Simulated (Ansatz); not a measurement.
Base system: AlN in the zinc blende structure (space group F-43m, No. 216; a = 4.403 Å).

The change: a fraction x = 0.667 of the Al sites is given to Ga, ordered in a cell of 6 atoms (starting symmetry P3m1) and fully relaxed.

Level of theory: PBE (Ansatz, a quantum-chemistry and plane-wave program, PAW, no spin-orbit coupling), earlier PAW set.

The zone is the changed cell's own and can be folded.

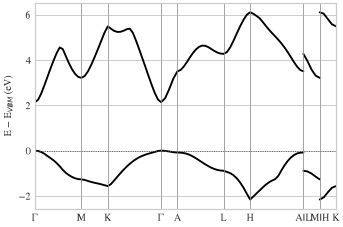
Fig. 1. Highest valence and lowest conduction band along the path of the changed cell's own zone

**Question.** Read the changed gap and its character from the plot.

**Answer.** About 2.1 eV, direct at Γ.

These are small ordered cells, not random alloys; other orderings at the same x differ. No phonon test of stability was made. This is not the structure that AlN has at room temperature and ambient pressure. k-point labels follow each cell's own Brillouin zone.
